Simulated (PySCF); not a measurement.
Molecule: H₃BOS₂, SMILES OB(S)S. Atoms near the plane z = 1.5 Å, at the PBE0/def2-SVP optimised geometry (x, y, z in Å): B1 (-0.6, -0.2, 0.0), O2 (-1.3, -1.3, 0.0), H3 (-0.9, -2.2, 0.0), S4 (1.3, -0.2, 0.0), H5 (1.4, -1.6, 0.0), S6 (-1.4, 1.4, 0.0), H7 (-0.3, 2.2, 0.0).

Level of theory: PBE0/def2-TZVP in PySCF. The values are rescaled to run from 0 to 1.

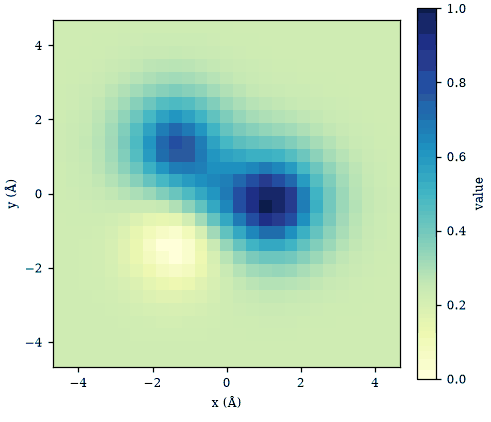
a field on the plane z = 1.5 Å.

### Question
Which quantity is mapped?
A) log10 of the electron density
B) an orbital amplitude
C) electron localisation function
D) deformation density (molecule minus spherical neutral atoms)

### Answer
B, an orbital amplitude. In full: HOMO−1 amplitude (bohr^(-3/2)).
